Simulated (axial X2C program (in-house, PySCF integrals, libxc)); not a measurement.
**SeC⁻: bond curves with and without spin–orbit coupling**

What are the state, bond length, wavenumber and bond energy of SeC⁻, and what does spin–orbit coupling change?

The runs use an in-house X2C program for linear molecules on PySCF integrals; all-electron X2C, Se dyall-acv3z, C dyall-av3z.

All values are calculated.

### Step 1. Set-up

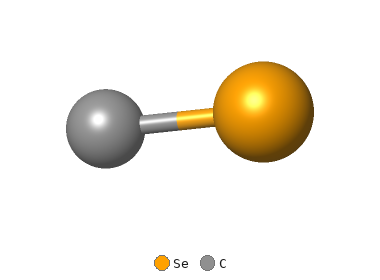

The two atoms at 1.740 Å (selenium orange, carbon grey).

File task.json:

```json
{"zs": [34, 6], "q": -1, "bas": ["dyall-acv3z", "dyall-av3z"], "levels": ["PBE0", "HF", "M06"], "cc": true, "r0": 1.74, "thr": -2.0, "nmax": 90, "npts": 10, "nst": 2, "ntry": 6}
```

Keys: zs atomic numbers; q charge; bas basis sets; levels methods (HF also brings MP2); cc coupled cluster on or off; r0 starting distance in Å; thr threshold in hartree for freezing inner shells (an s shell follows its p shell); nmax most natural virtual spinors; npts points asked for on the curve; nst determinants followed; ntry starts of the search.

Launch:

```
python so2c.py task.json out
```

Spin-free means the one-electron spin-free X2C Hamiltonian; two-component (2c) means X2C with spin–orbit coupling and atomic mean-field two-electron Coulomb and Gaunt terms. Basis: Se dyall-acv3z contracted to [9s10p7d5f1g], C dyall-av3z contracted to [8s7p3d2f]; Gaussian nuclei, density fitting. Masses: Se 79.917 u, C 12.000 u.

Notation: σ, π±, δ± give the projection m of an orbital's angular momentum (0, ±1, ±2), α and β its spin, Λ and M_S the sums; ω is the projection of a spinor's total angular momentum and Ω the sum. Logs are in hartree.

The results follow Hamiltonian by Hamiltonian and level by level.

### Step 2. State search with PBE0

Determinants are compared with PBE0 at 1.740 Å.

Spin-free determinants:

```csv
ΔE (eV),state,open shells
0.00,"M_S = 1/2, Λ = 1",beyond closed shells: π+α
1.29,"M_S = 1/2, Λ = 0",beyond closed shells: σα
2.18,"M_S = 3/2, Λ = 0","beyond closed shells: σα, π+α, π-α"
3.95,"M_S = 3/2, Λ = 1","beyond closed shells: 2 × σα, π+α"
4.80,"M_S = 3/2, Λ = 2","beyond closed shells: σα, 2 × π+α, π+β, π-α"
4.80,"M_S = 3/2, Λ = 0","beyond closed shells: σα, π+α, π+β, 2 × π-α"
```

Two-component determinants:

```
ΔE (eV)    state                                  open shells
   0.00  Ω = 1/2                excess of +ω over −ω: ω = 1/2
   0.06  Ω = 3/2                excess of +ω over −ω: ω = 3/2
   3.15  Ω = 1/2  excess of +ω over −ω: 2 × ω = -1/2, ω = 3/2
   3.16  Ω = 5/2  excess of +ω over −ω: ω = -1/2, 2 × ω = 3/2
   3.53  Ω = 5/2   excess of +ω over −ω: 2 × ω = 1/2, ω = 3/2
   4.26  Ω = 3/2                excess of +ω over −ω: ω = 3/2
   4.29  Ω = 7/2   excess of +ω over −ω: ω = 1/2, 2 × ω = 3/2
```

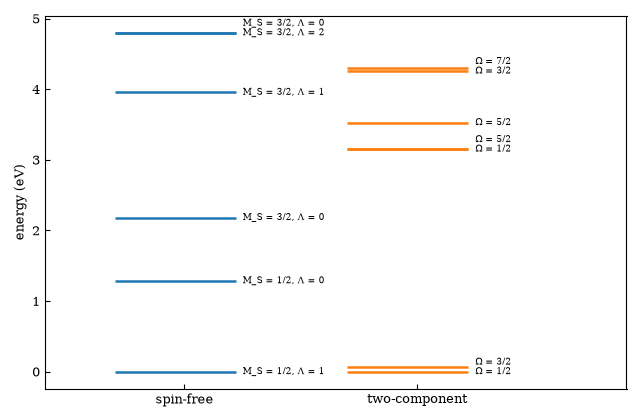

The determinants found, each set from its own lowest.

### Step 3. PBE0, spin-free

State followed: M_S = 1/2, Λ = 1 (beyond closed shells: π+α). The scan is laid around 1.775 Å, a first estimate of the minimum, and this SCF restarts from the orbitals of the search.

Output at 1.775 Å:

```text
spin-free X2C-1e  PBE0
basis functions 176  fitting functions 952  grid points 5075
iter        total energy     max residual
   1      -2462.879789171     2.47e+00
   2      -2467.580298428     4.86e-02
   3      -2467.360294857     9.91e-02
   4      -2467.646724720     5.17e-02
   5      -2467.677547926     4.77e-03
   6      -2467.677995069     5.26e-04
   7      -2467.678013653     5.80e-04
   8      -2467.678020218     2.19e-04
   9      -2467.678022363     8.77e-05
  10      -2467.678022888     3.43e-05
  11      -2467.678022974     1.90e-05
  12      -2467.678022994     5.13e-06
  13      -2467.678022996     1.30e-06
converged
one-electron -3561.79421193  Coulomb 1127.10894344  exact exchange -23.01982376  xc functional -70.79104401  nuclear repulsion 60.81811326
```

Along the bond, energies from the lowest point:

| R (Å) | E (eV) | μ (D) | HOMO (eV) | LUMO (eV) | iterations |
| --- | --- | --- | --- | --- | --- |
| 1.544 | 0.9952 | -3.56 | 2.00 | 3.21 | 14 |
| 1.615 | 0.4081 | -3.73 | 1.81 | 3.24 | 14 |
| 1.669 | 0.1591 | -3.75 | 1.65 | 3.27 | 14 |
| 1.722 | 0.0325 | -3.73 | 1.48 | 3.29 | 14 |
| 1.775 | 0.0000 | -3.66 | 1.30 | 3.31 | 13 |
| 1.837 | 0.0521 | -3.56 | 1.10 | 3.18 | 13 |
| 1.899 | 0.1755 | -3.43 | 0.89 | 3.00 | 14 |
| 1.979 | 0.4055 | -3.27 | 0.64 | 2.77 | 14 |
| 2.077 | 0.7533 | -3.07 | 0.35 | 2.48 | 14 |

Dipoles are positive if C is the positive end and refer to the centre of mass.

Outer orbitals at the reference distance:

| symmetry | occupied | ε (eV) | atomic character |
| --- | --- | --- | --- |
| σα | yes | -14.94 | 48% Se s, 25% C s, 15% C p |
| σβ | yes | -14.59 | 52% Se s, 21% C s, 16% C p |
| σα | yes | -8.22 | 33% C s, 32% Se p, 20% Se s |
| σβ | yes | -7.32 | 37% Se p, 33% C s, 17% Se s |
| π+α | yes | -2.74 | 52% Se p, 40% C p, 4% C d |
| π-α | yes | -2.26 | 58% Se p, 33% C p, 6% C d |
| σα | yes | -2.03 | 49% C p, 25% Se p, 15% C s |
| π-β | yes | -1.94 | 65% Se p, 25% C p, 7% C d |
| π+β | yes | -1.94 | 65% Se p, 25% C p, 7% C d |
| σβ | yes | -1.57 | 49% C p, 22% Se p, 18% C s |
| π+α | yes | 1.30 | 42% C p, 27% Se p, 17% Se d |
| σα | no | 3.31 | 49% C p, 43% Se p, 4% C s |
| π-α | no | 3.34 | 45% C p, 22% Se p, 20% Se d |
| σβ | no | 3.47 | 50% C p, 41% Se p, 4% C s |
| π+β | no | 4.03 | 70% C p, 13% Se d, 8% Se p |

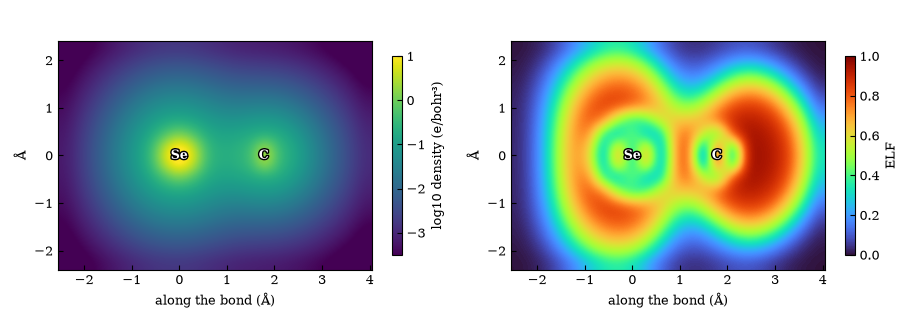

PBE0 fields in a plane through the axis, from a grid of 0.3 Å; Se lies at z = 0 and C at z = 1.775 Å; the ELF is damped to zero where the density is low.

Re = 1.770 Å, ωe = 823 cm⁻¹, ωexe = 4.12 cm⁻¹, Be = 0.5158 cm⁻¹, De = 4.57 eV, μ = -3.67 D.

### Step 4. HF, spin-free

The SCF at the reference distance of 1.775 Å:

```text
spin-free X2C-1e  HF
basis functions 176  fitting functions 952  grid points 5075
iter        total energy     max residual
   1      -2465.946450266     1.29e-01
   2      -2465.969009696     9.64e-03
   3      -2465.971102777     8.49e-03
   4      -2465.971940596     3.12e-03
   5      -2465.972338555     1.65e-03
   6      -2465.972495145     7.32e-04
   7      -2465.972519095     6.40e-04
   8      -2465.972529909     4.92e-04
   9      -2465.972537013     4.41e-04
  10      -2465.972547850     2.52e-04
  11      -2465.972552362     9.45e-05
  12      -2465.972553105     3.30e-05
  13      -2465.972553193     1.20e-05
  14      -2465.972553203     5.05e-06
  15      -2465.972553205     1.25e-06
converged
one-electron -3561.99024186  Coulomb 1127.38187347  exact exchange -92.18229807  xc functional 0.00000000  nuclear repulsion 60.81811326
```

Re = 1.783 Å, ωe = 819 cm⁻¹, ωexe = 3.84 cm⁻¹, Be = 0.5081 cm⁻¹, De = 2.22 eV, μ = -3.04 D.

### Step 5. M06, spin-free

Output at 1.775 Å:

```text
spin-free X2C-1e  M06
basis functions 176  fitting functions 952  grid points 5075
iter        total energy     max residual
   1      -2467.969404218     7.98e-02
   2      -2467.972587867     6.78e-03
   3      -2467.969973184     1.48e-02
   4      -2467.973174049     1.30e-03
   5      -2467.973196917     5.95e-04
   6      -2467.973201485     1.65e-04
   7      -2467.973202897     8.51e-05
   8      -2467.973203340     6.91e-05
   9      -2467.973203598     2.26e-05
  10      -2467.973203632     6.06e-06
  11      -2467.973203633     1.11e-06
converged
one-electron -3561.68865186  Coulomb 1127.00715821  exact exchange -24.86187156  xc functional -69.24795168  nuclear repulsion 60.81811326
```

Re = 1.769 Å, ωe = 818 cm⁻¹, ωexe = 4.15 cm⁻¹, Be = 0.5162 cm⁻¹, De = 4.45 eV, μ = -3.72 D.

### Step 6. MP2 and beyond, spin-free

Correlated methods: 11 electrons correlated (frozen shells, counted by type: Se 3 s, 2 p, 1 d; C 1 s), 247 virtual spinors in MP2, 90 natural virtuals in coupled cluster.

Output of the correlated part at 1.775 Å:

```text
correlated 11  virtual 247  natural virtual 90  E(MP2) -0.291175682  MP2 remainder -0.013811347
iter   CCSD correlation   residual
   1     -0.286613565   1.52e-01
   2     -0.296684643   6.98e-02
   3     -0.300787298   3.42e-02
   4     -0.301419409   1.52e-02
   5     -0.301722798   7.35e-03
   6     -0.301802353   3.14e-03
   7     -0.301824538   1.41e-03
   8     -0.301842472   6.74e-04
   9     -0.301834040   2.73e-04
  10     -0.301838510   9.93e-05
  11     -0.301836336   3.79e-05
  12     -0.301836896   1.64e-05
  13     -0.301836739   7.27e-06
  14     -0.301836663   3.15e-06
  15     -0.301836648   1.52e-06
(T) -0.018219009  T1 0.0491  D1 0.1051  max T2 0.080
```

T1 in the output is the amplitude norm over the root of the electron number; divide by √2 for the Lee–Taylor value.

MP2: Re = 1.763 Å, ωe = 842 cm⁻¹, Be = 0.5199 cm⁻¹, De = 4.49 eV.

CCSD: Re = 1.778 Å, ωe = 824 cm⁻¹, ωexe = 4.66 cm⁻¹, Be = 0.5112 cm⁻¹, De = 4.14 eV. T1 at Re = 0.035 (Lee–Taylor, the printed value over √2).

CCSD(T): Re = 1.784 Å, ωe = 810 cm⁻¹, ωexe = 4.78 cm⁻¹, Be = 0.5076 cm⁻¹, De = 4.40 eV. T1 at Re = 0.035 (Lee–Taylor, the printed value over √2).

### Step 7. A higher determinant, spin-free

State: M_S = 1/2, Λ = 0 (beyond closed shells: σα).

Output at the reference distance:

```text
spin-free X2C-1e  PBE0
basis functions 176  fitting functions 952  grid points 5075
iter        total energy     max residual
   1      -2462.756247616     2.61e+00
   2      -2467.461257803     6.71e-02
   3      -2467.325329301     1.02e-01
   4      -2467.547831412     7.31e-02
   5      -2467.621175881     1.76e-02
   6      -2467.626093842     2.75e-03
   7      -2467.626342361     5.92e-04
   8      -2467.626370410     3.20e-04
   9      -2467.626373381     9.02e-05
  10      -2467.626373851     1.24e-05
  11      -2467.626373910     6.43e-06
  12      -2467.626373916     3.19e-06
  13      -2467.626373918     2.56e-06
converged
one-electron -3555.91985955  Coulomb 1121.10119060  exact exchange -22.97108452  xc functional -70.65473370  nuclear repulsion 60.81811326
```

| R (Å) | E above the lowest PBE0 point (eV) |
| --- | --- |
| 1.544 | 1.616 |
| 1.615 | 1.265 |
| 1.669 | 1.199 |
| 1.722 | 1.256 |
| 1.775 | 1.405 |
| 1.837 | 1.663 |
| 1.899 | 1.979 |
| 1.979 | 2.427 |
| 2.077 | 2.974 |

Re = 1.668 Å, ωe = 1064 cm⁻¹, ωexe = 4.92 cm⁻¹, Be = 0.5807 cm⁻¹, μ = 0.89 D. Te = 1.20 eV.

### Step 8. The spin-free curves together

Energy (eV) of the followed determinant, spin-free, from each level's lowest point:

| R (Å) | PBE0 | HF | MP2 | CCSD | CCSD(T) | M06 |
| --- | --- | --- | --- | --- | --- | --- |
| 1.544 | 0.995 | 1.122 | 0.968 | n/a | n/a | 0.974 |
| 1.615 | 0.408 | 0.485 | 0.384 | 0.459 | 0.483 | 0.399 |
| 1.669 | 0.159 | 0.206 | 0.141 | 0.189 | 0.205 | 0.155 |
| 1.722 | 0.032 | 0.053 | 0.023 | 0.045 | 0.054 | 0.031 |
| 1.775 | 0.000 | 0.000 | 0.000 | 0.000 | 0.000 | 0.000 |
| 1.837 | 0.052 | 0.033 | 0.064 | 0.042 | 0.031 | 0.053 |
| 1.899 | 0.176 | 0.143 | 0.199 | 0.157 | 0.136 | 0.175 |
| 1.979 | 0.406 | 0.362 | 0.447 | 0.379 | 0.344 | 0.403 |
| 2.077 | 0.753 | 0.703 | 0.831 | n/a | n/a | 0.747 |

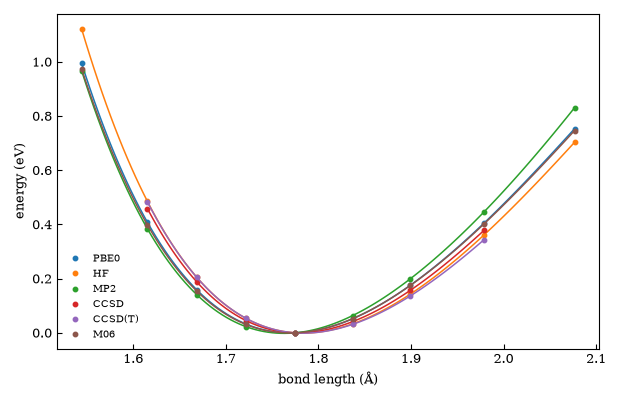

Curves of the followed state, spin-free, each from its own lowest point.

### Step 9. PBE0, 2c

State followed: Ω = 1/2 (excess of +ω over −ω: ω = 1/2). The scan is laid around 1.775 Å, a first estimate of the minimum, and this SCF restarts from the orbitals of the search.

The SCF at the reference distance of 1.775 Å:

```text
two-component X2C + atomic mean field  PBE0
basis functions 176  fitting functions 952  grid points 5075
iter        total energy     max residual
   1      -2461.510483315     2.48e+00
   2      -2466.758279766     4.84e-02
   3      -2466.342204234     1.22e-01
   4      -2466.779424121     8.35e-02
   5      -2466.852817370     1.33e-02
   6      -2466.856551038     1.47e-03
   7      -2466.856613302     1.18e-03
   8      -2466.856630181     4.62e-04
   9      -2466.856634923     1.69e-04
  10      -2466.856636662     7.06e-05
  11      -2466.856637046     2.85e-05
  12      -2466.856637092     6.13e-06
  13      -2466.856637095     1.85e-06
  14      -2466.856637095     1.65e-07
converged
one-electron -3559.68478150  Coulomb 1126.68382998  exact exchange -23.01151348  xc functional -70.76548402  nuclear repulsion 60.81811326  atomic mean-field constant -0.89680133
```

Along the bond, energies from the lowest point:

| R (Å) | E (eV) | μ (D) | HOMO (eV) | LUMO (eV) | iterations |
| --- | --- | --- | --- | --- | --- |
| 1.544 | 1.0039 | -3.66 | 1.98 | 3.32 | 14 |
| 1.615 | 0.4138 | -3.81 | 1.79 | 3.35 | 14 |
| 1.669 | 0.1629 | -3.83 | 1.63 | 3.37 | 14 |
| 1.722 | 0.0343 | -3.80 | 1.45 | 3.39 | 14 |
| 1.775 | 0.0000 | -3.73 | 1.27 | 3.37 | 14 |
| 1.837 | 0.0501 | -3.63 | 1.06 | 3.21 | 14 |
| 1.899 | 0.1714 | -3.50 | 0.86 | 3.04 | 14 |
| 1.979 | 0.3985 | -3.34 | 0.60 | 2.81 | 14 |
| 2.077 | 0.7419 | -3.16 | 0.32 | 2.52 | 14 |

Dipoles are positive if C is the positive end and refer to the centre of mass.

Outer spinors at the reference distance:

```csv
ω,occupied,ε (eV),atomic character,λ mixture
-1/2,yes,-14.93,"48% Se s, 25% C s, 15% C p",100% σ
1/2,yes,-14.57,"52% Se s, 21% C s, 16% C p",100% σ
-1/2,yes,-8.21,"33% C s, 32% Se p, 20% Se s",100% σ
1/2,yes,-7.30,"38% Se p, 33% C s, 17% Se s",100% σ
1/2,yes,-2.81,"53% Se p, 39% C p, 4% C d",100% π
-3/2,yes,-2.17,"56% Se p, 34% C p, 6% C d",100% π
-1/2,yes,-2.12,"48% Se p, 34% C p, 7% C s","55% π, 46% σ"
-1/2,yes,-1.92,"43% Se p, 38% C p, 8% C s","55% σ, 45% π"
3/2,yes,-1.84,"65% Se p, 25% C p, 7% C d",100% π
1/2,yes,-1.54,"49% C p, 22% Se p, 18% C s",100% σ
1/2,yes,1.27,"43% C p, 26% Se p, 17% Se d",100% π
-3/2,no,3.37,"43% C p, 24% Se p, 20% Se d",100% π
-1/2,no,3.40,"50% C p, 45% Se p, 3% C s",100% σ
1/2,no,3.55,"50% C p, 44% Se p, 3% C s",100% σ
-1/2,no,4.03,"72% C p, 13% Se d, 8% Se p","99% π, 1% σ"
```

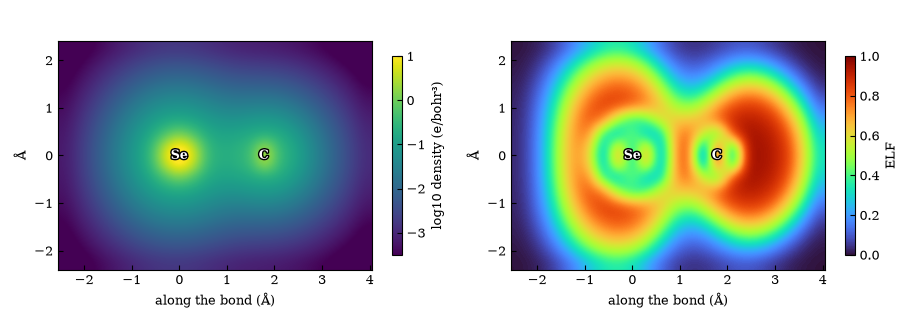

PBE0 fields in a plane through the axis, from a grid of 0.3 Å; Se lies at z = 0 and C at z = 1.775 Å; the ELF is damped to zero where the density is low.

Re = 1.771 Å, ωe = 820 cm⁻¹, ωexe = 4.18 cm⁻¹, Be = 0.515 cm⁻¹, De = 4.57 eV, μ = -3.74 D.

### Step 10. HF, 2c

Output at 1.775 Å:

```text
two-component X2C + atomic mean field  HF
basis functions 176  fitting functions 952  grid points 5075
iter        total energy     max residual
   1      -2465.125693504     1.28e-01
   2      -2465.148187765     9.51e-03
   3      -2465.150264532     8.66e-03
   4      -2465.151092786     3.08e-03
   5      -2465.151492668     1.83e-03
   6      -2465.151657006     8.60e-04
   7      -2465.151686566     7.85e-04
   8      -2465.151702416     6.09e-04
   9      -2465.151713449     5.46e-04
  10      -2465.151731756     2.92e-04
  11      -2465.151738460     9.99e-05
  12      -2465.151739367     3.66e-05
  13      -2465.151739457     1.32e-05
  14      -2465.151739469     5.74e-06
  15      -2465.151739471     1.75e-06
converged
one-electron -3559.86200115  Coulomb 1126.93821210  exact exchange -92.14926235  xc functional 0.00000000  nuclear repulsion 60.81811326  atomic mean-field constant -0.89680133
```

Re = 1.784 Å, ωe = 818 cm⁻¹, ωexe = 3.91 cm⁻¹, Be = 0.5074 cm⁻¹, De = 2.16 eV, μ = -3.15 D.

### Step 11. M06, 2c

The SCF at the reference distance of 1.775 Å:

```text
two-component X2C + atomic mean field  M06
basis functions 176  fitting functions 952  grid points 5075
iter        total energy     max residual
   1      -2467.148153768     7.98e-02
   2      -2467.151328071     6.87e-03
   3      -2467.148694220     1.51e-02
   4      -2467.151917299     1.29e-03
   5      -2467.151939818     5.99e-04
   6      -2467.151944351     1.73e-04
   7      -2467.151945752     8.34e-05
   8      -2467.151946189     6.82e-05
   9      -2467.151946449     2.27e-05
  10      -2467.151946484     6.19e-06
  11      -2467.151946486     1.07e-06
converged
one-electron -3559.57636992  Coulomb 1126.57910049  exact exchange -24.85287461  xc functional -69.22311436  nuclear repulsion 60.81811326  atomic mean-field constant -0.89680133
```

Re = 1.770 Å, ωe = 816 cm⁻¹, ωexe = 4.18 cm⁻¹, Be = 0.5156 cm⁻¹, De = 4.39 eV, μ = -3.78 D.

### Step 12. MP2 and beyond, 2c

Correlated methods: 11 electrons correlated (frozen shells, counted by type: Se 3 s, 2 p, 1 d; C 1 s), 247 virtual spinors in MP2, 90 natural virtuals in coupled cluster.

Output of the correlated part at 1.775 Å:

```text
correlated 11  virtual 247  natural virtual 90  E(MP2) -0.290932433  MP2 remainder -0.013772584
iter   CCSD correlation   residual
   1     -0.286472305   1.51e-01
   2     -0.296466730   6.88e-02
   3     -0.300501012   3.39e-02
   4     -0.301160983   1.54e-02
   5     -0.301490966   7.60e-03
   6     -0.301581792   3.27e-03
   7     -0.301607212   1.44e-03
   8     -0.301626140   6.72e-04
   9     -0.301617676   2.72e-04
  10     -0.301622089   1.03e-04
  11     -0.301619875   4.42e-05
  12     -0.301620491   2.43e-05
  13     -0.301620269   1.51e-05
  14     -0.301620154   9.45e-06
  15     -0.301620179   5.31e-06
  16     -0.301620184   2.33e-06
(T) -0.018136540  T1 0.0494  D1 0.1050  max T2 0.079
```

MP2: Re = 1.764 Å, ωe = 836 cm⁻¹, Be = 0.5191 cm⁻¹, De = 4.43 eV.

CCSD: Re = 1.779 Å, ωe = 823 cm⁻¹, ωexe = 4.56 cm⁻¹, Be = 0.5108 cm⁻¹, De = 4.08 eV. T1 at Re = 0.035 (Lee–Taylor, the printed value over √2).

CCSD(T): Re = 1.785 Å, ωe = 809 cm⁻¹, ωexe = 4.55 cm⁻¹, Be = 0.5074 cm⁻¹, De = 4.34 eV. T1 at Re = 0.035 (Lee–Taylor, the printed value over √2).

### Step 13. A higher determinant, 2c

State: Ω = 3/2 (excess of +ω over −ω: ω = 3/2).

Output at the reference distance:

```text
two-component X2C + atomic mean field  PBE0
basis functions 176  fitting functions 952  grid points 5075
iter        total energy     max residual
   1      -2461.507552156     2.48e+00
   2      -2466.756266610     4.93e-02
   3      -2466.540258615     9.84e-02
   4      -2466.823404018     5.10e-02
   5      -2466.853783789     4.93e-03
   6      -2466.854251738     5.07e-04
   7      -2466.854270322     5.61e-04
   8      -2466.854276734     2.24e-04
   9      -2466.854278896     8.92e-05
  10      -2466.854279421     3.45e-05
  11      -2466.854279504     1.91e-05
  12      -2466.854279524     5.15e-06
  13      -2466.854279525     1.28e-06
converged
one-electron -3559.63832138  Coulomb 1126.63684386  exact exchange -23.01080449  xc functional -70.76330944  nuclear repulsion 60.81811326  atomic mean-field constant -0.89680133
```

| R (Å) | E above the lowest PBE0 point (eV) |
| --- | --- |
| 1.544 | 1.051 |
| 1.615 | 0.468 |
| 1.669 | 0.221 |
| 1.722 | 0.095 |
| 1.775 | 0.064 |
| 1.837 | 0.117 |
| 1.899 | 0.242 |
| 1.979 | 0.473 |
| 2.077 | 0.823 |

Re = 1.769 Å, ωe = 823 cm⁻¹, ωexe = 4.08 cm⁻¹, Be = 0.5162 cm⁻¹, μ = -3.61 D. Te = 0.06 eV.

### Step 14. The 2c curves together

Energy (eV) of the followed determinant, 2c, from each level's lowest point:

| R (Å) | PBE0 | HF | MP2 | CCSD | CCSD(T) | M06 |
| --- | --- | --- | --- | --- | --- | --- |
| 1.544 | 1.004 | 1.131 | 0.974 | n/a | n/a | 0.982 |
| 1.615 | 0.414 | 0.491 | 0.389 | 0.462 | 0.486 | 0.404 |
| 1.669 | 0.163 | 0.209 | 0.145 | 0.191 | 0.207 | 0.158 |
| 1.722 | 0.034 | 0.055 | 0.025 | 0.046 | 0.055 | 0.033 |
| 1.775 | 0.000 | 0.000 | 0.000 | 0.000 | 0.000 | 0.000 |
| 1.837 | 0.050 | 0.031 | 0.061 | 0.040 | 0.031 | 0.051 |
| 1.899 | 0.171 | 0.140 | 0.193 | 0.155 | 0.135 | 0.172 |
| 1.979 | 0.398 | 0.357 | 0.433 | 0.376 | 0.344 | 0.397 |
| 2.077 | 0.742 | n/a | n/a | n/a | n/a | 0.738 |

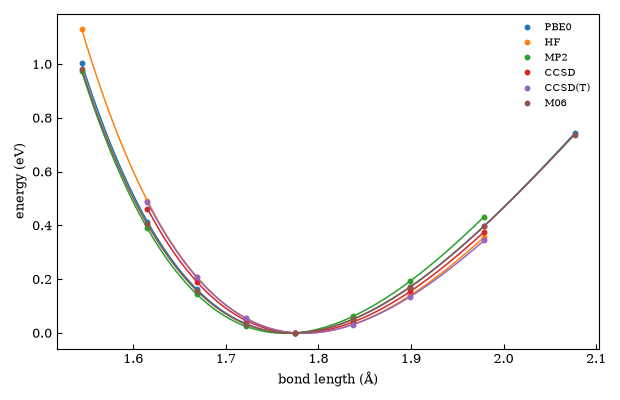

Curves of the followed state, 2c, each from its own lowest point.

Time for the job: 6.5 min (1 thread, shared host).

### Step 15. Results

Lowest determinant that the search found at its distance, spin-free: M_S = 1/2, Λ = 1 (beyond closed shells: π+α).

Lowest determinant that the search found at its distance, 2c: Ω = 1/2 (excess of +ω over −ω: ω = 1/2).

```csv
Hamiltonian,level,Re (Å),ωe (cm⁻¹),De (eV),μ (D)
spin-free,PBE0,1.770,823,4.57,-3.67
spin-free,HF,1.783,819,2.22,-3.04
spin-free,MP2,1.763,842,4.49,n/a
spin-free,CCSD,1.778,824,4.14,n/a
spin-free,CCSD(T),1.784,810,4.40,n/a
spin-free,M06,1.769,818,4.45,-3.72
2c,PBE0,1.771,820,4.57,-3.74
2c,HF,1.784,818,2.16,-3.15
2c,MP2,1.764,836,4.43,n/a
2c,CCSD,1.779,823,4.08,n/a
2c,CCSD(T),1.785,809,4.34,n/a
2c,M06,1.770,816,4.39,-3.78
```

Dipoles are positive if C is the positive end and refer to the centre of mass.

Time per point (s) on 1 thread, shared host (2c runs; CCSD comes with the CCSD(T) run); the times are rough: PBE0 1.7, HF 1.8, MP2 2.5, CCSD(T) 14, M06 2.4.

At CCSD(T), going from spin-free to two-component changes Re by 0 mÅ, ωe by 0.0 %; the spin-free picture holds up (part of it comes from the scalar share of the two-electron terms). De moves by -0.06 eV; both De rest on single-determinant atoms, which can miss part of an open shell's spin–orbit lowering.

De refers to Se- + C, each in the lowest determinant found, which need not be this curve's own limit. The state is a single determinant with fixed occupations, the lowest that a limited PBE0 search found. De is counted from the lowest determinant-based energies of the atoms at the same level, without counterpoise correction. Density functionals use the spin component along the axis (collinear). CCSD and (T) use frozen natural virtuals with an MP2 correction for the truncation. The meta-GGAs lack a current-density term, which matters for open shells with orbital currents, atoms included. Some points did not converge and are left out. T1 at Re is 0.035 (Lee–Taylor), above the customary mark of 0.02.
